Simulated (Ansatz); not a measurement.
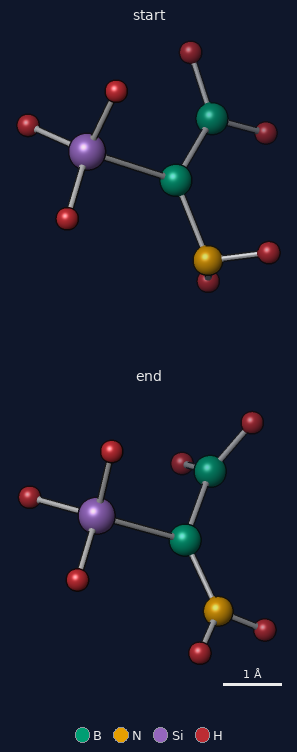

The structure of B2SiNH7 before (top) and after (bottom) a relaxation, at one scale.

A ball-and-stick model, seen from a free direction.

The run prepares an end point of a later path (torsion) calculation, from a guessed geometry.

All numbers below come from RKS PBE0-D4/STO-3G in Ansatz 0.2.0.

Input
```yaml
crystal:
  periodic: [false, false, false]
  atoms:
    - { symbol: B, position_ang: [-0.9078, 1.5586, 0.0828] }
    - { symbol: B, position_ang: [-0.2402, 0.1275, 0.3061] }
    - { symbol: "N", position_ang: [-0.4843, -0.6146, 1.6012] }
    - { symbol: Si, position_ang: [0.9521, -0.623, -1.0934] }
    - { symbol: H, position_ang: [-0.7913, 2.181, -0.9601] }
    - { symbol: H, position_ang: [-1.6346, 2.0875, 0.9158] }
    - { symbol: H, position_ang: [-0.24541, 0.0015, 2.37628] }
    - { symbol: H, position_ang: [-1.58716, -0.72923, 1.64913] }
    - { symbol: H, position_ang: [0.0798, -0.7983, -2.2664] }
    - { symbol: H, position_ang: [1.4, -1.9335, -0.6201] }
    - { symbol: H, position_ang: [1.9893, 0.2753, -1.349] }
basis:
  gaussian: { orbitals: STO-3G }
hamiltonian:
  xc: pbe0
  dispersion: d4
relax:
  f_tol: 0.015
  max_steps: 40
output:
  orbitals: {}
```

Launched with:
```bash
ansatz run input.yaml --threads 1 --pin off --max-ram 2048MiB --backend cpu --events-out ev --progress --plain --runs-dir out
```

> What changed between the two?

The energy falls by 288.1 kJ/mol in 28 accepted moves (30 points after the start). Largest force component: 4.3 eV/Å at the start, 0.0082 eV/Å at the end. The line search rejected the trial steps at points 15, 28 of the run. The forces were under the threshold at step 17, but the run went on from there. H6 moves most after the best rigid fit: 1.63 Å. Largest moves by element: H 1.63 Å, N 0.25 Å, B 0.20 Å, Si 0.20 Å. Among the contacts that change: B2–N3 1.512 → 1.382 Å, N3–H8 1.110 → 1.038 Å, B1–H6 1.226 → 1.176 Å, Si4–H11 1.396 → 1.445 Å. Bond angles that change, for instance: B2–N3–H8 104.4° → 124.6°, B2–N3–H7 108.5° → 124.4°, B1–B2–N3 119.5° → 127.7°. Groups turn about B1–B2 by about 90°. Cost: 73 s on 1 thread of Intel(R) Xeon(R) Processor @ 2.70GHz (shared host), peak memory 0.13 GiB.

Limits of the set-up: STO-3G is a minimal basis, so the numbers are rough.
